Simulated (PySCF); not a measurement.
## Spin–spin coupling calculation, with input and output: C4H10GeO2

C4H10GeO2, computed with B3LYP/6-31G* H:pcJ-1 indirect spin-spin coupling, non-relativistic, gas phase (PySCF 2.14.0).

The geometry comes from this level: GFN2-xTB.

Figures and captions count atoms from 1; the log counts them from 0 in places.

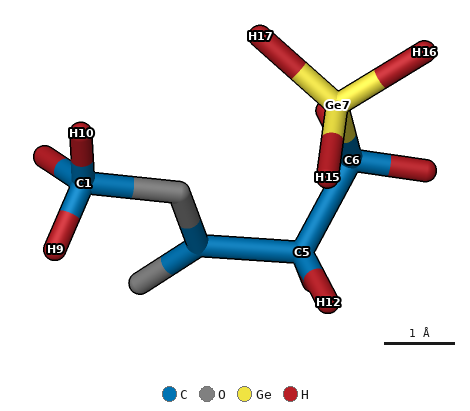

Figure 1. The structure as given in the input (stick view, seen at a tilt; atoms are numbered from 1 in the order of the input). Sticks mark near contacts. Bond lengths as drawn: C–C 1.51 to 1.52 Å, C–Ge 1.98 Å, C–H 1.09 Å, C–O 1.20 to 1.42 Å and Ge–H 1.49 to 1.51 Å.

**Results in brief**

- outcome: converged
- total energy: −2385.659429 hartree
- HOMO: −7.48 eV
- LUMO: 0.14 eV
- dipole moment: 0.71 D
- hardware: 1 CPU thread, shared host
- wall time: 46 s
- peak memory: 1.2 GiB

**Notes**

Spin–orbit coupling is left out, which matters for the heavy atoms.

**Input**
```
{"job": {"xc": "B3LYP", "basis": {"default": "6-31G*", "H": "pcJ-1"}, "nuclei": ["H", "F", "P", "Si", "B"], "kind": "j"}, "charge": 0, "multiplicity": 1}
C     -2.123770     0.968914    -0.648663
O     -0.924732     0.423170    -0.121863
C     -1.024329    -0.756219     0.505807
O     -2.062054    -1.350317     0.623817
C      0.307631    -1.200167     1.048831
C      1.455298    -0.963374     0.074247
Ge     1.707744     0.935004    -0.431127
H     -2.600402     0.252973    -1.321029
H     -2.815214     1.207653     0.161918
H     -1.837903     1.869546    -1.184889
H      0.224244    -2.254819     1.321262
H      0.480589    -0.625941     1.964011
H      1.298781    -1.560925    -0.825017
H      2.376448    -1.326681     0.533372
H      1.318523     1.866728     0.667740
H      3.176731     1.162801    -0.677240
H      1.023268     1.340141    -1.693208
```

The first line tells a small driver script what to run in PySCF; the rest is the geometry in Å.

Command:
```bash
OMP_NUM_THREADS=1 python <driver script> task.json out
```

**Log**
```
coarse grid: 63216 points
cycle   1  E = -2385.4760901488  dE =  3.217e-01  |g| = 1.009e+00  |ddm| = 3.613e+00
cycle   2  E = -2385.0604873062  dE =  4.156e-01  |g| = 1.781e+00  |ddm| = 2.026e+00
cycle   3  E = -2385.6356780073  dE = -5.752e-01  |g| = 3.483e-01  |ddm| = 1.503e+00
cycle   4  E = -2385.6578365668  dE = -2.216e-02  |g| = 9.210e-02  |ddm| = 3.202e-01
cycle   5  E = -2385.6592340409  dE = -1.397e-03  |g| = 3.356e-02  |ddm| = 7.582e-02
cycle   6  E = -2385.6594230091  dE = -1.890e-04  |g| = 6.380e-03  |ddm| = 2.550e-02
cycle   7  E = -2385.6594310130  dE = -8.004e-06  |g| = 1.963e-03  |ddm| = 6.851e-03
final grid: 134008 points
cycle   8  E = -2385.6594272373  dE =  1.236e-06  |g| = 3.112e-03  |ddm| = 4.916e-03
cycle   9  E = -2385.6594224407  dE =  4.797e-06  |g| = 5.716e-03  |ddm| = 7.191e-03
cycle  10  E = -2385.6594293159  dE = -6.875e-06  |g| = 8.343e-04  |ddm| = 4.659e-03
cycle  11  E = -2385.6594294650  dE = -1.491e-07  |g| = 7.811e-05  |ddm| = 6.815e-04
cycle  12  E = -2385.6594294663  dE = -1.252e-09  |g| = 1.158e-05  |ddm| = 6.207e-05
cycle  13  E = -2385.6594294663  dE = -2.865e-11  |g| = 4.237e-06  |ddm| = 1.059e-05
```

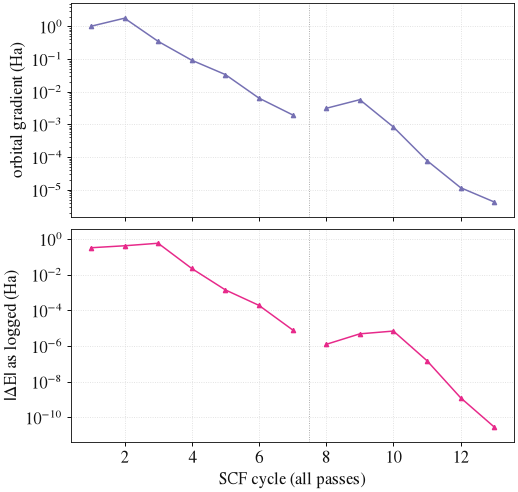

Figure 2. Convergence of the self-consistent field: orbital gradient and size of the energy change against the SCF cycle. The dotted line marks the change from a coarse to the final integration grid. The first 7 cycles use a coarse grid, the final grid takes over at cycle 8, and the field converges after 13 cycles in all.

```
converged SCF energy = -2385.6594294663

Indirect spin-spin couplings (Hz)
  i      j    bonds     total        FC       PSO       DSO        SD
  7 H    8 H    2    -12.692   -12.331     1.821    -2.181         -
  7 H    9 H    2    -10.992   -10.531     1.976    -2.437         -
  7 H   10 H    5     -0.339    -0.043     0.726    -1.022         -
  7 H   11 H    5      0.199     0.583     0.987    -1.370         -
  7 H   13 H    6     -0.420     0.002     0.777    -1.200         -
  7 H   14 H    7     -0.299     0.010     0.699    -1.009         -
  7 H   15 H    7     -1.216     0.056     0.558    -1.830         -
  7 H   16 H    7      0.592    -0.029     0.046     0.575         -
  8 H    9 H    2    -10.938   -10.471     1.997    -2.464         -
  8 H   10 H    5     -0.280     0.068     0.847    -1.195         -
  8 H   11 H    5      0.778     0.844     0.322    -0.388         -
  8 H   12 H    6     -0.346    -0.024     0.786    -1.109         -
  8 H   13 H    6     -0.196     0.270     0.842    -1.309         -
  8 H   14 H    7      0.329    -0.001     0.160     0.170         -
  8 H   15 H    7     -1.347    -0.061     0.617    -1.903         -
  9 H   11 H    5     -0.255     0.040     0.736    -1.031         -
  9 H   12 H    6     -0.234    -0.013     0.392    -0.613         -
  9 H   13 H    6     -0.534     0.092     0.755    -1.381         -
  9 H   14 H    7      0.513     0.029    -0.252     0.737         -
  9 H   15 H    7     -1.487    -0.027     0.302    -1.761         -
  9 H   16 H    7      1.426    -0.075    -0.921     2.422         -
 10 H   11 H    2    -15.740   -15.815     1.730    -1.654         -
 10 H   12 H    3      4.935     4.574     0.199     0.162         -
 10 H   13 H    3      4.305     3.936     0.199     0.170         -
 10 H   14 H    4     -0.913    -0.438     0.804    -1.280         -
 10 H   15 H    4      1.384     2.489     0.754    -1.859         -
 11 H   12 H    3     16.139    16.639     1.813    -2.313         -
 11 H   13 H    3      5.395     4.901     0.218     0.275         -
 11 H   14 H    4      1.073    -0.091    -0.824     1.988         -
 11 H   15 H    4     -0.948     0.554     0.375    -1.877         -
 11 H   16 H    4     -1.748    -0.058     0.638    -2.328         -
 12 H   13 H    2    -14.733   -15.406     1.865    -1.192         -
 12 H   14 H    3      4.686     7.493     1.069    -3.876         -
 12 H   15 H    3     -1.581    -0.380     0.453    -1.654         -
 12 H   16 H    3      2.828     3.048    -0.103    -0.117         -
 13 H   14 H    3     -1.986    -0.521     0.513    -1.978         -
 13 H   15 H    3      3.277     3.062    -0.166     0.381         -
 13 H   16 H    3      3.788     6.589     0.982    -3.783         -
 14 H   15 H    2      7.715    11.055     0.693    -4.034         -
 14 H   16 H    2      3.146     7.043     0.693    -4.591         -
 15 H   16 H    2     10.267    13.489     0.672    -3.894         -
```
